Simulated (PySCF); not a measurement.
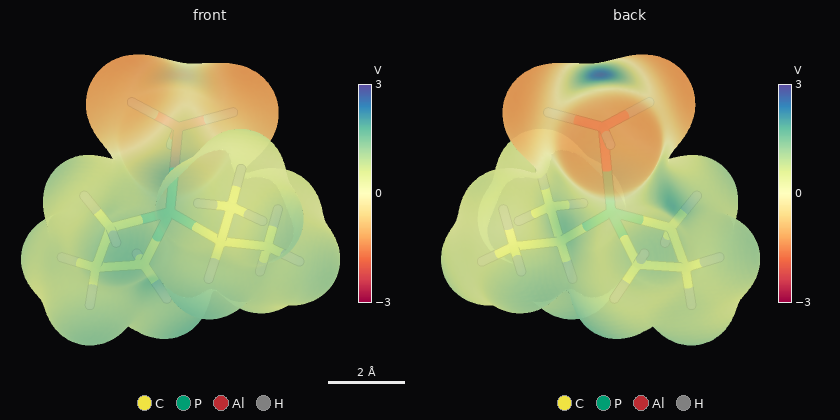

The picture shows: C6H16AlP (SMILES CC(C)[P+]1([AlH3-])CCC1). The electrostatic potential painted on the density surface at 0.004 e/bohr³, seen from the front and from behind; red is negative and blue positive.

Geometry: GFN2-xTB.

Theory: PySCF 2.14.0, PBE0/pcSseg-1, SCF density, gas phase, non-relativistic.

```json
{"atom": "C", "x (Å)": "1.8071", "y (Å)": "0.4352", "z (Å)": "1.4670"}
{"atom": "C", "x (Å)": "1.2519", "y (Å)": "-0.4588", "z (Å)": "0.3630"}
{"atom": "C", "x (Å)": "2.1584", "y (Å)": "-0.4507", "z (Å)": "-0.8636"}
{"atom": "P", "x (Å)": "-0.3901", "y (Å)": "0.2388", "z (Å)": "-0.1498"}
{"atom": "Al", "x (Å)": "-0.6525", "y (Å)": "2.5364", "z (Å)": "-1.0627"}
{"atom": "C", "x (Å)": "-1.2651", "y (Å)": "-1.1626", "z (Å)": "-1.0049"}
{"atom": "C", "x (Å)": "-2.2009", "y (Å)": "-1.3878", "z (Å)": "0.1981"}
{"atom": "C", "x (Å)": "-1.5889", "y (Å)": "-0.3415", "z (Å)": "1.1491"}
{"atom": "H", "x (Å)": "1.8773", "y (Å)": "1.4620", "z (Å)": "1.1073"}
{"atom": "H", "x (Å)": "1.1588", "y (Å)": "0.4239", "z (Å)": "2.3421"}
{"atom": "H", "x (Å)": "2.7996", "y (Å)": "0.1034", "z (Å)": "1.7678"}
{"atom": "H", "x (Å)": "1.1192", "y (Å)": "-1.4831", "z (Å)": "0.7326"}
{"atom": "H", "x (Å)": "2.2328", "y (Å)": "0.5630", "z (Å)": "-1.2579"}
{"atom": "H", "x (Å)": "1.7609", "y (Å)": "-1.0935", "z (Å)": "-1.6478"}
{"atom": "H", "x (Å)": "3.1576", "y (Å)": "-0.7978", "z (Å)": "-0.6056"}
{"atom": "H", "x (Å)": "0.8401", "y (Å)": "3.0278", "z (Å)": "-1.0190"}
{"atom": "H", "x (Å)": "-1.2586", "y (Å)": "2.1086", "z (Å)": "-2.4497"}
{"atom": "H", "x (Å)": "-1.6422", "y (Å)": "3.0549", "z (Å)": "0.0458"}
{"atom": "H", "x (Å)": "-0.6187", "y (Å)": "-2.0093", "z (Å)": "-1.2347"}
{"atom": "H", "x (Å)": "-1.7742", "y (Å)": "-0.8508", "z (Å)": "-1.9163"}
{"atom": "H", "x (Å)": "-3.2406", "y (Å)": "-1.1699", "z (Å)": "-0.0410"}
{"atom": "H", "x (Å)": "-2.1510", "y (Å)": "-2.4026", "z (Å)": "0.5922"}
{"atom": "H", "x (Å)": "-1.1096", "y (Å)": "-0.7635", "z (Å)": "2.0322"}
{"atom": "H", "x (Å)": "-2.2830", "y (Å)": "0.4375", "z (Å)": "1.4634"}
```

> Where is the surface potential most negative and most positive?

The most negative region (about −1.3 V) lies over H16, H17 and H18, the most positive (about +1.9 V) over Al5.

> What dipole moment does the calculation give?

Its dipole moment is 5.56 D.
